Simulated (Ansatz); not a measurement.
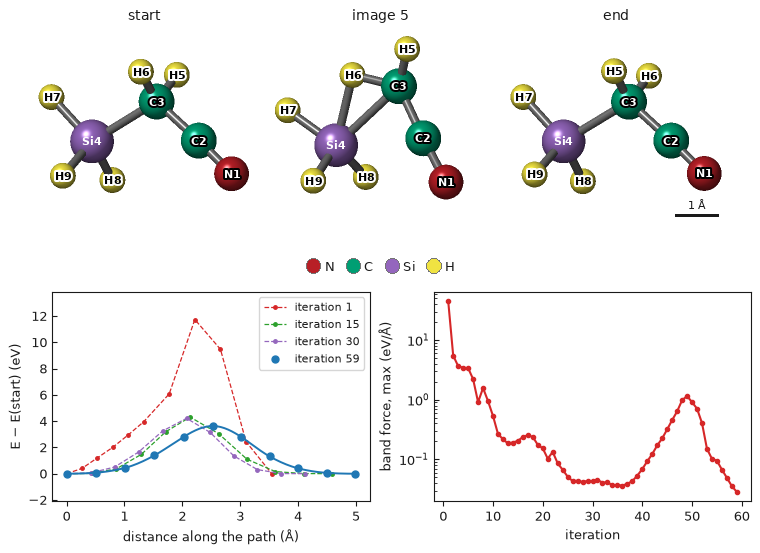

NEB run on C2H5NSi. Images are numbered from 0 (start) to 10 (end). The plot follows the band through its iterations. A ball-and-stick model, seen at a tilt.

Method: UKS PBE-D4/def2-SVP (Ansatz 0.2.0). Run with 9 movable images; climbing image; force threshold 0.03 eV/Å; iteration limit 60; starting path through a guess of the saddle point.

### Did the band converge, and can the barrier be trusted?

The result is final at these settings. The band converged in 59 iterations. The largest component of the band force went from 45 to 0.028 eV/Å. The climbing image converged on the top of the path. Its vibrational analysis gives one imaginary mode (1212i cm⁻¹), as a transition state must have. The first iteration put the highest image at 11.74 eV. The two ends have the same energy, and the highest point, image 5, lies 3.63 eV above the start.
